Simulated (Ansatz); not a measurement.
# Run report: AlBSi2H8S, geometry relaxation (part 1 of 2)

The run: geometry relaxation of AlBSi2H8S, SMILES B[SiH]([SiH3])[S][AlH2]. Method and program: RKS revPBE/STO-3G (Ansatz 0.2.0).

It belongs to a series of runs on one base structure; here: end point B relaxed.

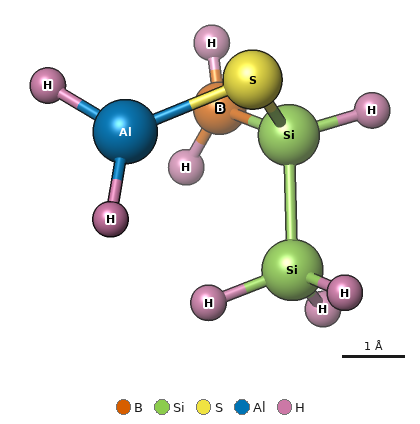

Figure 1. The structure as given in the input (ball-and-stick view, seen at a tilt). Sticks mark near contacts. Bond lengths as drawn: Al–H 1.61 to 1.63 Å, Al–S 2.24 Å, B–H 1.14 to 1.25 Å, B–Si 1.94 Å, H–Si 1.42 to 1.50 Å, Si–Si 2.21 Å and S–Si 2.11 Å.

### The input
```yaml
crystal:
  periodic: [false, false, false]
  atoms:
    - { symbol: B, position_ang: [-0.6221, -1.0843, 1.6264] }
    - { symbol: Si, position_ang: [-0.2997, -1.098, -0.2915] }
    - { symbol: Si, position_ang: [-1.79666, 0.17771, -1.30847] }
    - { symbol: S, position_ang: [-0.32695, -3.01801, -1.17036] }
    - { symbol: Al, position_ang: [-2.40877, -3.6059, -0.58401] }
    - { symbol: H, position_ang: [-1.601, -0.4177, 2.0161] }
    - { symbol: H, position_ang: [0.063, -1.6065, 2.3739] }
    - { symbol: H, position_ang: [0.98978, -0.47124, -0.52158] }
    - { symbol: H, position_ang: [-1.57049, 0.23552, -2.71111] }
    - { symbol: H, position_ang: [-3.1718, -0.31646, -1.04219] }
    - { symbol: H, position_ang: [-1.72129, 1.56536, -0.73556] }
    - { symbol: H, position_ang: [-3.64405, -3.21537, -1.53279] }
    - { symbol: H, position_ang: [-2.71118, -4.32219, 0.85114] }
basis:
  gaussian: { orbitals: STO-3G }
hamiltonian:
  xc: revpbe
relax:
  f_tol: 0.015
  max_steps: 40
output:
  orbitals: {}
```

Machine: 1 thread of Arm Neoverse V1, 24 GiB of memory available, shared host.

Command:
```bash
ansatz run input.yaml --threads 1 --pin off --max-ram 2048MiB --backend cpu --events-out ev --progress --plain --runs-dir out
```

### What the program printed
```
The last accepted step is kept in [file] (removed where the run ends without a failure and the disk answers)
Engine: ansatz 0.2.0, aarch64-unknown-linux-gnu
Functional definition: revPBE
  parameter kappa = 1.245
  parameter beta = 0.06672455060314922
  exchange = pbe_x(kappa = kappa, mu = beta*pi^2/3)
  correlation = pbe_c(beta = beta)
632 factors; integrals over basis functions are off by at most 1.6e-5 eV
mean field evaluation 1: about -33592.3169 eV, gradient 3.3e1 eV
mean field evaluation 2: about -33555.9106 eV, gradient 8.2e1 eV
mean field evaluation 4: about -33596.1000 eV, gradient 4.4e0 eV
mean field evaluation 8: about -33596.1309 eV, gradient 9.4e-2 eV
mean field evaluation 16: about -33566.0404 eV, gradient 5.8e1 eV
mean field -33596.13094143 eV, -1234.6350398222 hartree, gradient 5.5e-5 eV, S^2 0.000000; 1 other end points of the search recorded, 0 dependent functions left out
the calculation of the forces begins
reference -33596.13097362 eV, -1234.6350410050 hartree; 35, 35 occupied and 14, 14 virtual orbitals, 632 factors
relax step   1: F+E_penalty+E_count = -33596.13094143 eV  Δ(F+E_penalty+E_count) = +0.000e0 eV  max|allowed force component| = 1.934e0 eV/Å  Δτ_max = 0.0000 Å  (37 SCF iters, accepted)
these checks for a lower state are left out or cut short: starts, cluster_reference, orbital_swaps, neighbouring_geometries, increment
632 factors; integrals over basis functions are off by at most 1.9e-5 eV
mean field -33596.62647754 eV, -1234.6532504383 hartree, gradient 1.0e-5 eV, S^2 0.000000; 0 other end points of the search recorded, 0 dependent functions left out
[... from here on the field's lines of each further geometry are left out, up to the last ...]
relax step   2: F+E_penalty+E_count = -33596.62647754 eV  Δ(F+E_penalty+E_count) = -4.955e-1 eV  max|allowed force component| = 8.957e-1 eV/Å  Δτ_max = 0.1915 Å  (24 SCF iters, accepted)
relax step   3: F+E_penalty+E_count = -33596.69957668 eV  Δ(F+E_penalty+E_count) = -7.310e-2 eV  max|allowed force component| = 3.916e-1 eV/Å  Δτ_max = 0.1128 Å  (25 SCF iters, accepted)
relax step   4: F+E_penalty+E_count = -33596.72705839 eV  Δ(F+E_penalty+E_count) = -2.748e-2 eV  max|allowed force component| = 1.520e-1 eV/Å  Δτ_max = 0.0339 Å  (22 SCF iters, accepted)
relax step   5: F+E_penalty+E_count = -33596.74275752 eV  Δ(F+E_penalty+E_count) = -1.570e-2 eV  max|allowed force component| = 1.286e-1 eV/Å  Δτ_max = 0.0829 Å  (22 SCF iters, accepted)
relax step   6: F+E_penalty+E_count = -33596.78480615 eV  Δ(F+E_penalty+E_count) = -4.205e-2 eV  max|allowed force component| = 2.582e-1 eV/Å  Δτ_max = 0.1964 Å  (25 SCF iters, accepted)
relax step   7: F+E_penalty+E_count = -33596.85190013 eV  Δ(F+E_penalty+E_count) = -6.709e-2 eV  max|allowed force component| = 4.838e-1 eV/Å  Δτ_max = 0.1953 Å  (25 SCF iters, accepted)
relax step   8: F+E_penalty+E_count = -33596.97579800 eV  Δ(F+E_penalty+E_count) = -1.239e-1 eV  max|allowed force component| = 5.393e-1 eV/Å  Δτ_max = 0.1991 Å  (24 SCF iters, accepted)
relax step   9: F+E_penalty+E_count = -33597.19756285 eV  Δ(F+E_penalty+E_count) = -2.218e-1 eV  max|allowed force component| = 7.375e-1 eV/Å  Δτ_max = 0.1925 Å  (25 SCF iters, accepted)
relax step  10: F+E_penalty+E_count = -33597.50608454 eV  Δ(F+E_penalty+E_count) = -3.085e-1 eV  max|allowed force component| = 1.122e0 eV/Å  Δτ_max = 0.1936 Å  (24 SCF iters, accepted)
relax step  11: F+E_penalty+E_count = -33597.89711732 eV  Δ(F+E_penalty+E_count) = -3.910e-1 eV  max|allowed force component| = 1.370e0 eV/Å  Δτ_max = 0.1973 Å  (24 SCF iters, accepted)
relax step  12: F+E_penalty+E_count = -33598.17526720 eV  Δ(F+E_penalty+E_count) = -2.781e-1 eV  max|allowed force component| = 8.644e-1 eV/Å  Δτ_max = 0.1942 Å  (25 SCF iters, accepted)
relax step  13: F+E_penalty+E_count = -33598.33483425 eV  Δ(F+E_penalty+E_count) = -1.596e-1 eV  max|allowed force component| = 4.678e-1 eV/Å  Δτ_max = 0.1946 Å  (24 SCF iters, accepted)
relax step  14: F+E_penalty+E_count = -33598.46450712 eV  Δ(F+E_penalty+E_count) = -1.297e-1 eV  max|allowed force component| = 1.016e0 eV/Å  Δτ_max = 0.1948 Å  (25 SCF iters, accepted)
relax step  15: F+E_penalty+E_count = -33598.50039336 eV  Δ(F+E_penalty+E_count) = -3.589e-2 eV  max|allowed force component| = 2.557e-1 eV/Å  Δτ_max = 0.1546 Å  (21 SCF iters, accepted)
relax step  16: F+E_penalty+E_count = -33598.52089439 eV  Δ(F+E_penalty+E_count) = -2.050e-2 eV  max|allowed force component| = 1.438e-1 eV/Å  Δτ_max = 0.0487 Å  (22 SCF iters, accepted)
relax step  17: F+E_penalty+E_count = -33598.52430441 eV  Δ(F+E_penalty+E_count) = -3.410e-3 eV  max|allowed force component| = 3.817e-2 eV/Å  Δτ_max = 0.0261 Å  (22 SCF iters, accepted)
relax step  18: F+E_penalty+E_count = -33598.52573340 eV  Δ(F+E_penalty+E_count) = -1.429e-3 eV  max|allowed force component| = 2.978e-2 eV/Å  Δτ_max = 0.0239 Å  (22 SCF iters, accepted)
relax step  19: F+E_penalty+E_count = -33598.52447832 eV  Δ(F+E_penalty+E_count) = +1.255e-3 eV  max|allowed force component| = 7.342e-2 eV/Å  Δτ_max = 0.0312 Å  (22 SCF iters, rejected (line search))
relax step  20: F+E_penalty+E_count = -33598.52657918 eV  Δ(F+E_penalty+E_count) = -8.458e-4 eV  max|allowed force component| = 2.245e-2 eV/Å  Δτ_max = 0.0152 Å  (20 SCF iters, accepted)
relax step  21: F+E_penalty+E_count = -33598.52725566 eV  Δ(F+E_penalty+E_count) = -6.765e-4 eV  max|allowed force component| = 1.089e-2 eV/Å  Δτ_max = 0.0290 Å  (22 SCF iters, accepted)
relax step  22: F+E_penalty+E_count = -33598.52742348 eV  Δ(F+E_penalty+E_count) = -1.678e-4 eV  max|allowed force component| = 1.109e-2 eV/Å  Δτ_max = 0.0123 Å  (19 SCF iters, accepted)
relax step  23: F+E_penalty+E_count = -33598.52773507 eV  Δ(F+E_penalty+E_count) = -3.116e-4 eV  max|allowed force component| = 1.363e-2 eV/Å  Δτ_max = 0.0325 Å  (22 SCF iters, accepted)
relax step  24: F+E_penalty+E_count = -33598.52806338 eV  Δ(F+E_penalty+E_count) = -3.283e-4 eV  max|allowed force component| = 6.735e-2 eV/Å  Δτ_max = 0.0697 Å  (22 SCF iters, accepted)
relax step  25: F+E_penalty+E_count = -33598.52849639 eV  Δ(F+E_penalty+E_count) = -4.330e-4 eV  max|allowed force component| = 6.850e-2 eV/Å  Δτ_max = 0.0226 Å  (19 SCF iters, accepted)
relax step  26: F+E_penalty+E_count = -33598.52924751 eV  Δ(F+E_penalty+E_count) = -7.511e-4 eV  max|allowed force component| = 5.001e-2 eV/Å  Δτ_max = 0.0397 Å  (22 SCF iters, accepted)
relax step  27: F+E_penalty+E_count = -33598.52974369 eV  Δ(F+E_penalty+E_count) = -4.962e-4 eV  max|allowed force component| = 6.581e-2 eV/Å  Δτ_max = 0.0589 Å  (21 SCF iters, accepted)
relax step  28: F+E_penalty+E_count = -33598.53016813 eV  Δ(F+E_penalty+E_count) = -4.244e-4 eV  max|allowed force component| = 9.769e-2 eV/Å  Δτ_max = 0.0598 Å  (22 SCF iters, accepted)
relax step  29: F+E_penalty+E_count = -33598.53069503 eV  Δ(F+E_penalty+E_count) = -5.269e-4 eV  max|allowed force component| = 8.064e-2 eV/Å  Δτ_max = 0.0183 Å  (19 SCF iters, accepted)
relax step  30: F+E_penalty+E_count = -33598.53173117 eV  Δ(F+E_penalty+E_count) = -1.036e-3 eV  max|allowed force component| = 3.767e-2 eV/Å  Δτ_max = 0.0625 Å  (22 SCF iters, accepted)
relax step  31: F+E_penalty+E_count = -33598.53222054 eV  Δ(F+E_penalty+E_count) = -4.894e-4 eV  max|allowed force component| = 1.086e-1 eV/Å  Δτ_max = 0.1186 Å  (21 SCF iters, accepted)
relax step  32: F+E_penalty+E_count = -33598.53265859 eV  Δ(F+E_penalty+E_count) = -4.380e-4 eV  max|allowed force component| = 8.574e-2 eV/Å  Δτ_max = 0.0250 Å  (23 SCF iters, accepted)
relax step  33: F+E_penalty+E_count = -33598.53377255 eV  Δ(F+E_penalty+E_count) = -1.114e-3 eV  max|allowed force component| = 1.541e-2 eV/Å  Δτ_max = 0.0368 Å  (22 SCF iters, accepted)
relax step  34: F+E_penalty+E_count = -33598.53429007 eV  Δ(F+E_penalty+E_count) = -5.175e-4 eV  max|allowed force component| = 3.350e-2 eV/Å  Δτ_max = 0.0638 Å  (22 SCF iters, accepted)
relax step  35: F+E_penalty+E_count = -33598.53435100 eV  Δ(F+E_penalty+E_count) = -6.094e-5 eV  max|allowed force component| = 1.022e-1 eV/Å  Δτ_max = 0.0927 Å  (21 SCF iters, accepted)
relax step  36: F+E_penalty+E_count = -33598.53487464 eV  Δ(F+E_penalty+E_count) = -5.236e-4 eV  max|allowed force component| = 4.219e-2 eV/Å  Δτ_max = 0.0124 Å  (19 SCF iters, accepted)
the calculation of the forces begins
reference -33598.53514431 eV, -1234.7233926483 hartree; 35, 35 occupied and 14, 14 virtual orbitals, 639 factors
relax step  37: F+E_penalty+E_count = -33598.53511348 eV  Δ(F+E_penalty+E_count) = -2.388e-4 eV  max|allowed force component| = 1.329e-2 eV/Å  Δτ_max = 0.0227 Å  (19 SCF iters, accepted)
```

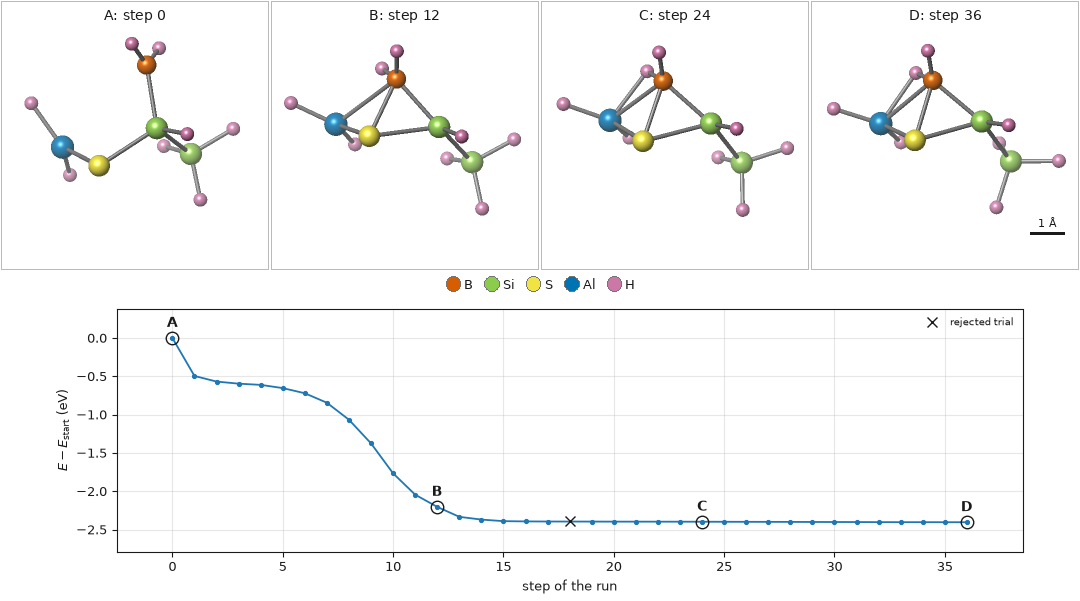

Figure 2. Frames of the relaxation (ball-and-stick view, seen at a tilt) above the curves, on which the letters mark them (the first geometry is step 0 here and step 1 in the log).

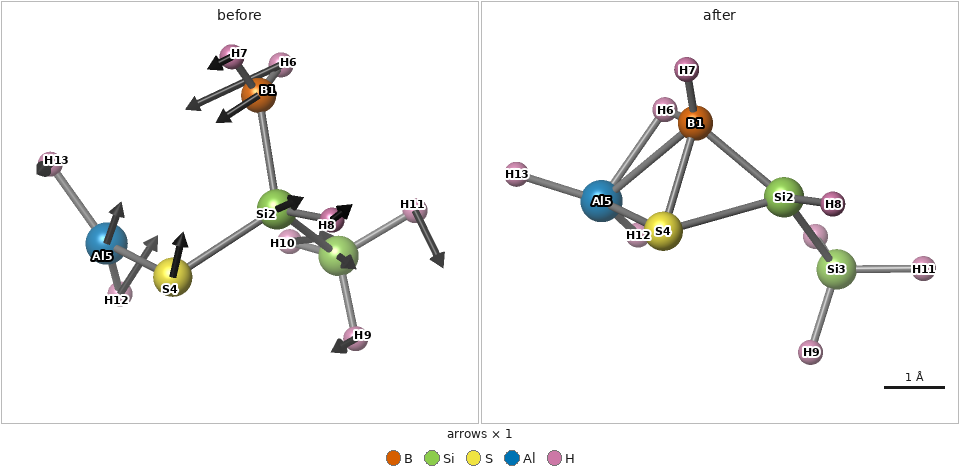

Figure 3. Before (left) and after (right) the relaxation, at one scale (ball-and-stick view, seen at a tilt). The black arrows give the displacements, at true length. H6 moves most after the best rigid fit: 1.78 Å. By element the largest moves are H 1.78 Å, B 0.86 Å, S 0.80 Å, Al 0.76 Å, Si 0.54 Å. Among the contacts that change: Al5–H6 4.193 → 1.869 Å, B1–S4 3.413 → 1.996 Å, B1–Al5 3.800 → 2.388 Å, Al5–H13 1.632 → 1.507 Å. New bonds form: B1–Al5 (3.80 → 2.39 Å), B1–S4 (3.41 → 2.00 Å). Among the angles that change: B1–Si2–S4 114.5° → 57.1°, B1–Si2–Si3 109.7° → 130.8°, B1–Si2–H8 107.5° → 117.6°. After 36 geometry steps the energy has fallen by 2.404 eV. The largest force component goes from 1.9 to 0.013 eV/Å. The line search rejected the trial step at point 18 (counted from 0) and went back. (Atoms are counted from 1 in the order of the input.)

```
639 factors; integrals over basis functions are off by at most 6.1e-5 eV
mean field -33598.53511348 eV, -1234.7233915155 hartree, gradient 1.1e-5 eV, S^2 0.000000; 1 other end points of the search recorded, 0 dependent functions left out
the calculation of the forces begins
reference -33598.53514431 eV, -1234.7233926483 hartree; 35, 35 occupied and 14, 14 virtual orbitals, 639 factors
Total energy: -33598.53514431 eV, -1234.7233926483 hartree
Atom 0 at    -0.754305    -1.857689     1.257182 Å, force    -0.007856    -0.002956    -0.002331 eV/Å
Atom 1 at    -0.421354    -0.583511    -0.162283 Å, force    -0.001685     0.000032     0.001573 eV/Å
Atom 2 at    -1.850783     0.474092    -1.572044 Å, force    -0.005009    -0.013289     0.001108 eV/Å
Atom 3 at    -0.192590    -2.763686    -0.430717 Å, force     0.005571     0.001766    -0.000487 eV/Å
Atom 4 at    -2.262517    -3.292637     0.087045 Å, force    -0.003669     0.000310    -0.002701 eV/Å
Atom 5 at    -1.955547    -2.083129     1.478399 Å, force     0.007951    -0.000220     0.003421 eV/Å
Atom 6 at    -0.094975    -2.036841     2.209689 Å, force     0.000045     0.003568    -0.006032 eV/Å
Atom 7 at     0.940056    -0.070152    -0.305007 Å, force     0.003771     0.001588     0.004236 eV/Å
Atom 8 at    -1.867895    -0.147772    -2.892679 Å, force    -0.000981     0.003559     0.008182 eV/Å
Atom 9 at    -3.215367     0.485955    -1.060019 Å, force     0.004974     0.005315    -0.005574 eV/Å
Atom 10 at    -1.415993     1.856649    -1.734816 Å, force    -0.000637     0.002035    -0.003537 eV/Å
Atom 11 at    -3.333755    -2.505940    -0.628408 Å, force    -0.000434    -0.000093     0.002027 eV/Å
Atom 12 at    -2.396185    -4.652419     0.723628 Å, force    -0.002041    -0.001614     0.000114 eV/Å
Dipole moment:    -0.117839     0.089811    -0.372852 e Å
```

### Trajectory as extended XYZ (Å, eV, eV/Å), 16 of the 37 frames kept, from step=1 to step=37
```
13
Properties=species:S:1:pos:R:3:forces:R:3 step=1 energy=-33596.13094
B    -0.6221   -1.0843    1.6264   -1.9344   1.7298  -0.2564
Si   -0.2997   -1.0980   -0.2915   -0.0371   0.0440   0.1223
Si   -1.7967    0.1777   -1.3085   -1.1072   1.4568   1.2168
S    -0.3270   -3.0180   -1.1704   -1.0159  -1.3637   0.1435
Al   -2.4088   -3.6059   -0.5840   -0.3584   0.2381   0.5507
H    -1.6010   -0.4177    2.0161    1.2591  -1.0885  -0.1362
H     0.0630   -1.6065    2.3739    0.6503  -0.6692   1.0656
H     0.9898   -0.4712   -0.5216    0.4378  -0.1129  -0.0792
H    -1.5705    0.2355   -2.7111   -0.0122   0.1127  -0.9609
H    -3.1718   -0.3165   -1.0422    0.5308   0.2111  -0.2429
H    -1.7213    1.5654   -0.7356   -0.1343  -0.8127  -0.5285
H    -3.6441   -3.2154   -1.5328    1.2531  -0.5048   0.8181
H    -2.7112   -4.3222    0.8511    0.4685   0.7594  -1.7129
13
Properties=species:S:1:pos:R:3:forces:R:3 step=3 energy=-33596.69958
B    -0.6771   -1.1492    1.6420    0.3882   0.3884   0.3568
Si   -0.3579   -1.0809   -0.3108   -0.0852  -0.0699   0.0457
Si   -1.8304    0.3098   -1.3704   -0.0029  -0.0321   0.0040
S    -0.3595   -3.1048   -1.0554   -0.0005   0.0828   0.0491
Al   -2.3733   -3.5905   -0.4871    0.2036   0.0854  -0.1959
H    -1.5769   -0.5561    2.1543    0.0084  -0.3177  -0.1529
H     0.0519   -1.7256    2.3995   -0.2704   0.0502  -0.3916
H     1.0068   -0.5838   -0.5538   -0.1226  -0.0788   0.0688
H    -1.6319    0.3667   -2.8141    0.0452  -0.0039  -0.0012
H    -3.1993   -0.1490   -1.1546    0.0018   0.0151   0.0113
H    -1.7523    1.6739   -0.8576    0.0322  -0.0099   0.0057
H    -3.5046   -3.3021   -1.4456   -0.1160   0.0241  -0.0520
H    -2.6168   -4.2853    0.8236   -0.0818  -0.1334   0.2523
13
Properties=species:S:1:pos:R:3:forces:R:3 step=6 energy=-33596.78481
B    -0.6903   -1.1581    1.6041   -0.2100  -0.0350   0.0516
Si   -0.3717   -1.0122   -0.3254   -0.0180   0.0870   0.0004
Si   -1.8194    0.3641   -1.4163    0.0097   0.0305  -0.0473
S    -0.3610   -3.0787   -0.9334    0.0799   0.0032   0.0942
Al   -2.3630   -3.6059   -0.3847   -0.1527  -0.0805   0.1296
H    -1.7191   -0.8280    2.1168    0.2582  -0.2074  -0.1436
H     0.0991   -1.7204    2.2847   -0.0251   0.0998   0.0343
H     0.9960   -0.5598   -0.5802    0.0345   0.0241  -0.0322
H    -1.5785    0.4268   -2.8549   -0.0029  -0.0077   0.0319
H    -3.2039   -0.0536   -1.2191    0.0186  -0.0009  -0.0105
H    -1.6974    1.7166   -0.8837   -0.0091   0.0234  -0.0264
H    -3.5028   -3.2660   -1.3261   -0.0082   0.0528   0.0391
H    -2.6093   -4.4020    0.8882    0.0251   0.0106  -0.1210
```
